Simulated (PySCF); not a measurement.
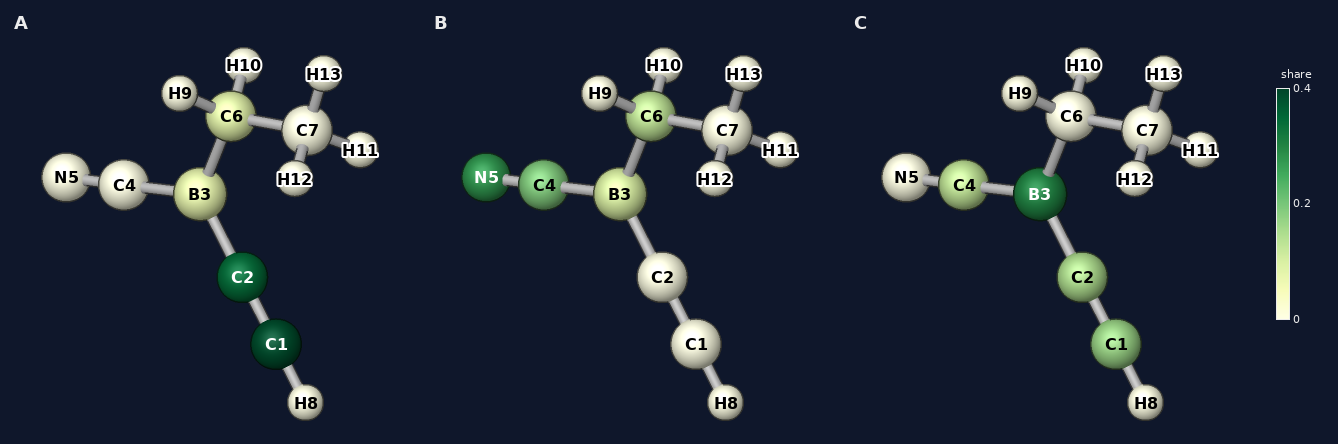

Each panel colours the atoms by their Löwdin share in one orbital (up to four of the largest shares; other atoms are shown as zero). Computed geometry: GFN2-xTB optimisation. No frequency run is at hand to confirm it as a minimum. Computed with PBE0/def2-SVPD (PySCF 2.14.0).

> The panels show the HOMO−2, HOMO, LUMO, in some order. Which is which?

A: HOMO, −8.71 eV; C1 0.39, C2 0.34, C6 0.08, B3 0.07
B: HOMO−2, −9.43 eV; N5 0.28, C4 0.19, C6 0.13, B3 0.10
C: LUMO, −3.02 eV; B3 0.30, C1 0.17, C2 0.15, C4 0.13

The geometry is semi-empirical. Around B such bond lengths and angles can be off by a tenth of an ångström or more and by several degrees, and values that hang on the shape move with them.
